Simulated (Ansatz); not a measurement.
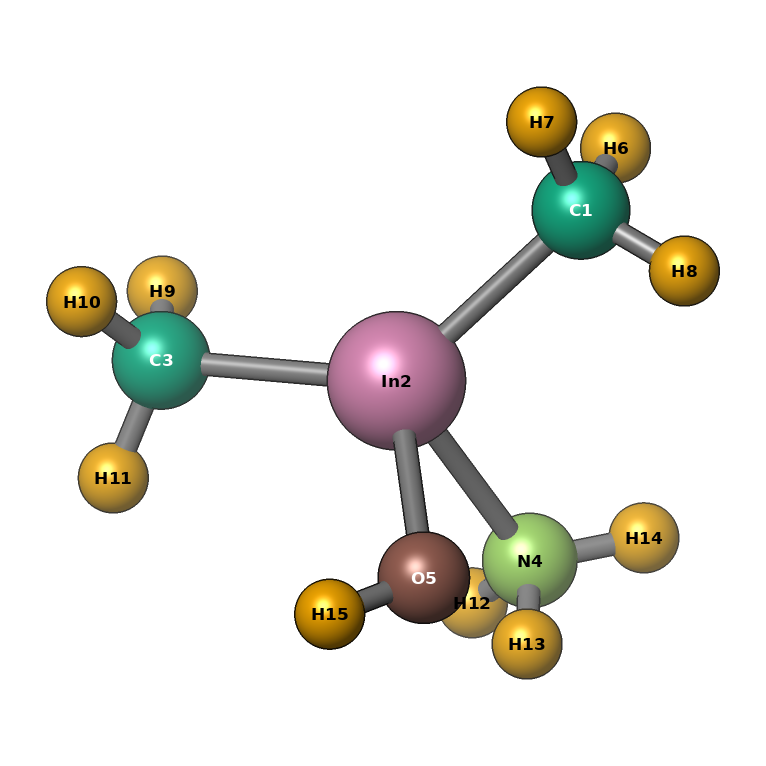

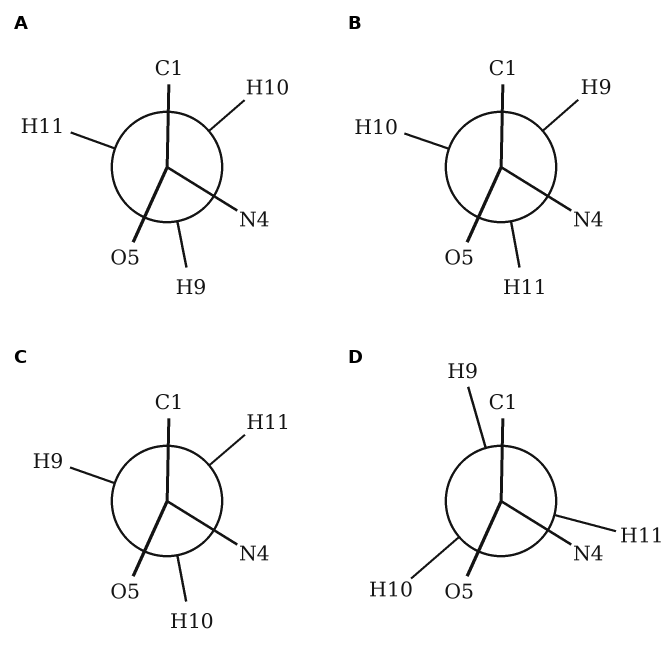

Depth is shown by fading: the farther an atom, the more it takes the colour of the background. Bonds that would overlap in a projection are set slightly apart. The computed structure is the end point of a PBE0-D4/def2-TZVP optimisation.

Which Newman projection shows the view along In2–C3, with In2 in front?

B. The torsion angle O5–In2–C3–H9 is −155°, antiperiplanar (anti).
